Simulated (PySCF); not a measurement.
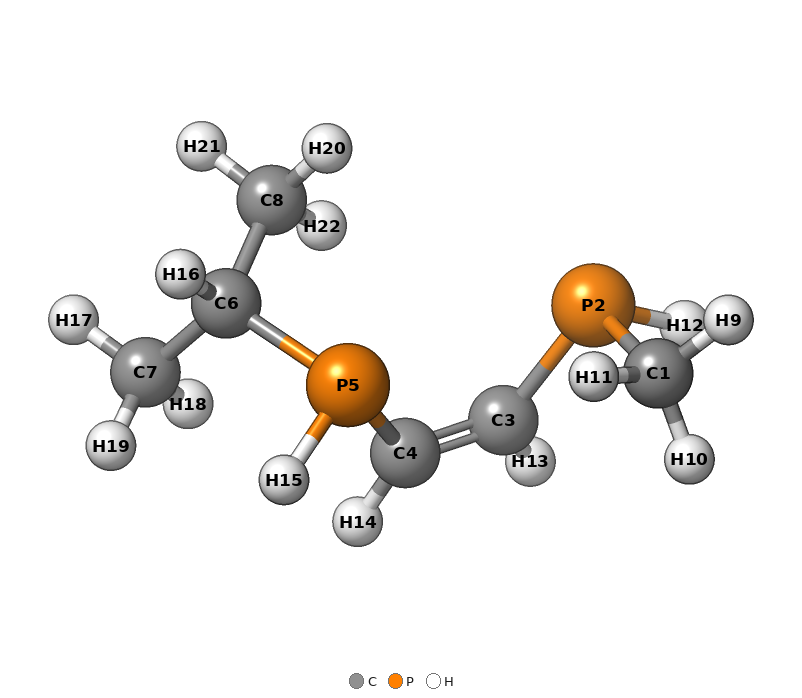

The computed structure is the end point of a PBE0-D3(BJ)/def2-SVP optimisation. No frequency run is at hand to confirm it as a minimum. Method: GIAO PBE0/pcSseg-1 NMR shielding, non-relativistic, gas phase (PySCF 2.14.0), and the same with a continuum solvent (IEF-PCM, Bondi radii x 1.2, gas-phase geometry).

How do dipole (D), HOMO–LUMO gap (eV), σ(P2) (ppm), σ(P5) (ppm), σ(H12) (ppm) change in cyclohexane (ε = 2.0), dimethylsulfoxide (ε = 46.8)?

| medium | dipole (D) | HOMO–LUMO gap (eV) | σ(P2) (ppm) | σ(P5) (ppm) | σ(H12) (ppm) |
| --- | --- | --- | --- | --- | --- |
| gas phase | 1.27 | 5.48 | 413.5 | 387.0 | 27.51 |
| cyclohexane | 1.48 | 5.52 | 415.4 | 388.2 | 27.43 |
| dimethylsulfoxide | 2.00 | 5.60 | 419.6 | 390.8 | 27.23 |
